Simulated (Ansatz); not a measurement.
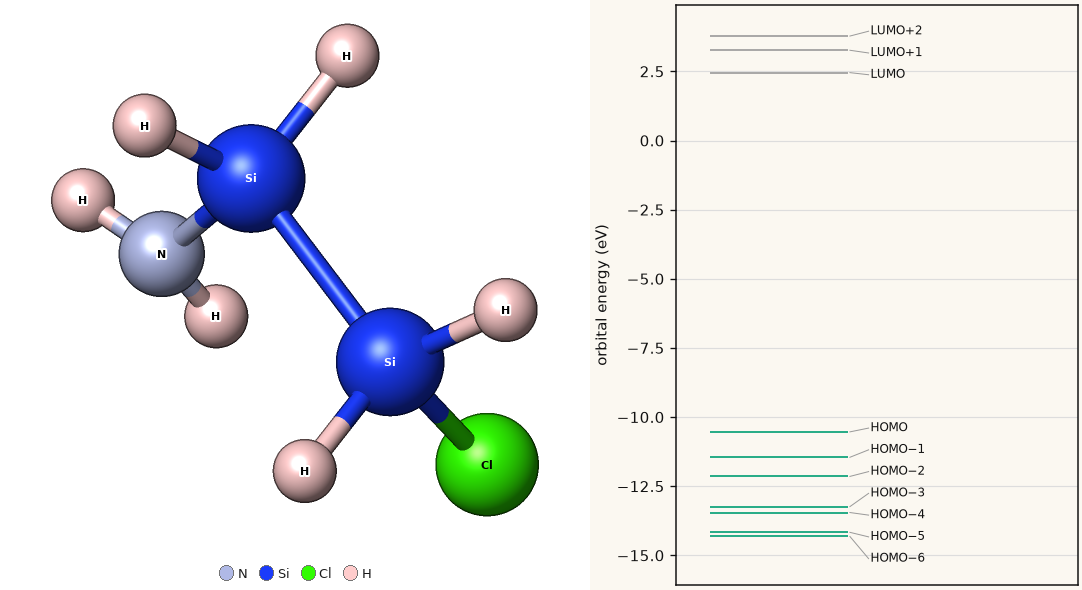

Si₂NH₆Cl, SMILES N[SiH2][SiH2]Cl. Hartree-Fock orbital energies near the frontier, HF/def2-TZVPP in the Ansatz code 0.2.0, at a PBE0-D4/def2-TZVP geometry (a minimum by its frequencies), isolated molecule; empty levels in grey, levels within 0.03 eV side by side.

Q: Where do the frontier orbitals lie?

A: HOMO at −10.53 eV, LUMO at 2.46 eV, 12.99 eV apart.

Q: How far below the HOMO does the next level lie?

A: 0.92 eV.

Q: List the levels.

A:
```csv
orbital,energy (eV)
LUMO+2,3.78
LUMO+1,3.27
LUMO,2.46
HOMO,−10.53
HOMO−1,−11.45
HOMO−2,−12.14
HOMO−3,−13.23
HOMO−4,−13.45
HOMO−5,−14.16
HOMO−6,−14.31
```

Caveats: one conformer of a flexible molecule; empty levels above zero depend strongly on the basis.
